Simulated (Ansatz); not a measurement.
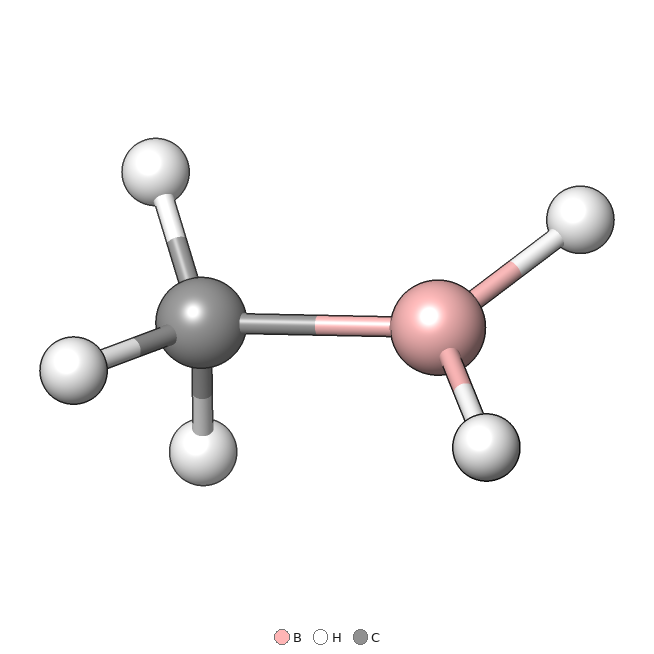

Ball-and-stick drawing of a structure.

The geometry was computed by an optimisation with PBE0-D4/def2-TZVP.

Describe the molecule.

It has 7 atoms: 1 carbon, 5 hydrogen and 1 boron (CH5B). This geometry has Cs symmetry. Coordination: 1 B trigonal planar; 1 C tetrahedral.

More results for the same structure follow; atom numbers are the same in all pictures, views and colours differ.

### Vibrations

Harmonic vibrations computed with RKS PBE0-D4/def2-TZVP (Ansatz 0.2.0) at a stationary point of the same level.

How many vibrational modes are there, and where do they lie?

Answer. 15 modes: 172, 542, 680, 984, 1059, 1080, 1240, 1317, 1417, 1467, 2570, 2643, 2987, 3093, 3145 cm⁻¹.

### Electronic properties

Method: CCSD(T)/CBS estimate, frozen core: MP2 correlation extrapolated from def2-TZVPP and def2-QZVPP, CCSD(T) minus MP2 from the smaller set (Ansatz 0.2.0).

What is the T1 diagnostic?

Answer. 0.009.

### Thermal motion

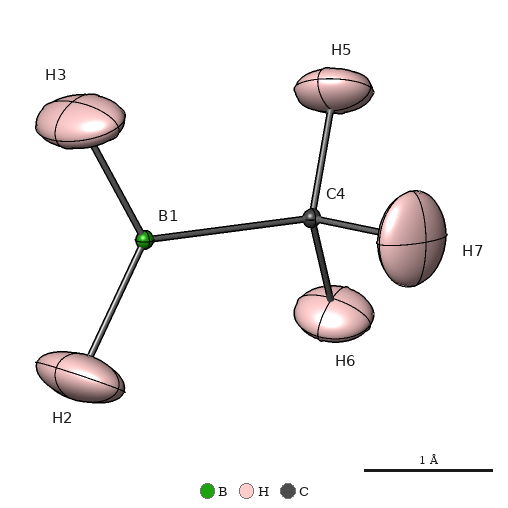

Displacement ellipsoids at the 50 % level, enlarged 1.5 times, from the internal vibrations of the free molecule (harmonic, no overall translation or rotation; no half-axis is drawn under 0.075 Å). Vibrations computed with RKS PBE0-D4/def2-TZVP (Ansatz 0.2.0). Temperature: 0 K (zero-point motion alone).

Give the displacement parameters, one line for each set of equivalent atoms.

| atom | U_eq (Å²) | rms amplitudes (Å) |
| --- | --- | --- |
| B1 | 0.00055 | 0.020, 0.020, 0.029 |
| H2, H3 | 0.0190 | 0.079, 0.123, 0.189 |
| C4 | 0.00050 | 0.019, 0.021, 0.026 |
| H5, H6 | 0.0129 | 0.072, 0.119, 0.139 |
| H7 | 0.0177 | 0.073, 0.144, 0.164 |

### Charges

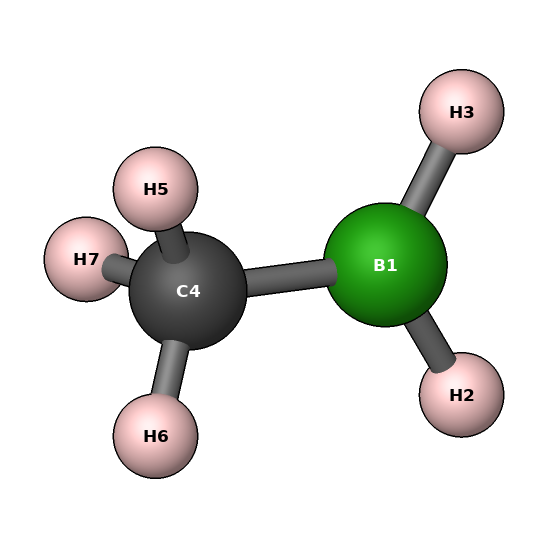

The questions are on Mulliken charges. Method: RKS PBE0-D4/def2-TZVP (Ansatz 0.2.0).

Give the Mulliken charges atom by atom.

```tsv
atom	value (e)
B1	−0.03
H2	0.01
H3	0.01
C4	−0.42
H5	0.14
H6	0.14
H7	0.15
```

Mulliken values depend strongly on the basis set and can even reverse the polarity of a bond.
